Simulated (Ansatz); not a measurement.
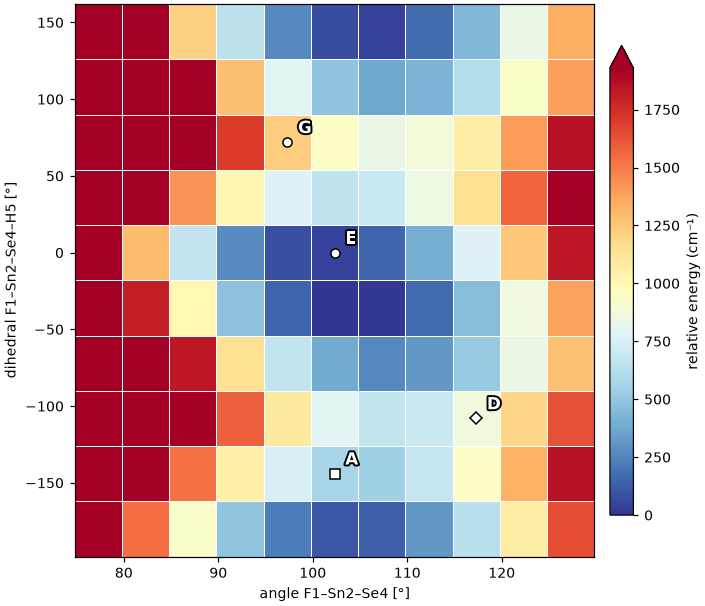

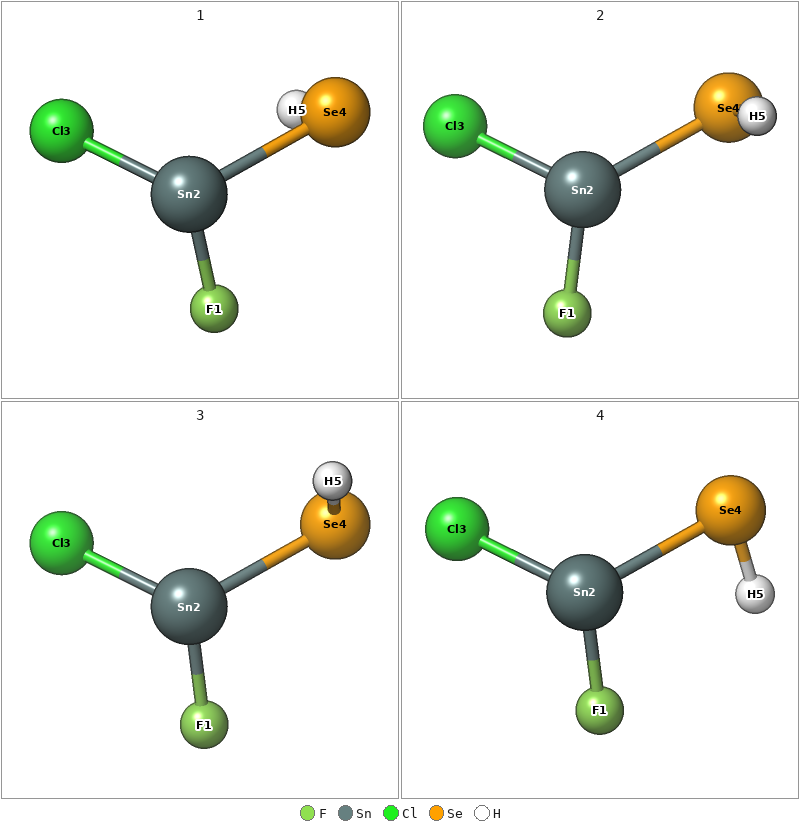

ClFHSeSn, SMILES [F][Sn]([Cl])[SeH], spin multiplicity 2. Coordinates scanned: (1) angle F1–Sn2–Se4; (2) dihedral F1–Sn2–Se4–H5. Nothing is relaxed (all other coordinates rigid). The grid has 11 × 10 points. Points are written as (first, second). All energies are given in cm⁻¹ relative to the lowest grid point. Computed with UKS PBE-D4/def2-SVP (Ansatz).

Drawn: one coloured cell a grid point, one colour for all values above the top of the scale, lettered points. The numbered pictures are the structures at these points, in random order.

Q: Which structure belongs to which point?

A: A is structure 3: (102.3°, −144°), 570 cm⁻¹; D is structure 2: (117.3°, −108°), 872 cm⁻¹; E is structure 4: (102.3°, 0°), 40 cm⁻¹; G is structure 1: (97.3°, 72°), 1234 cm⁻¹.
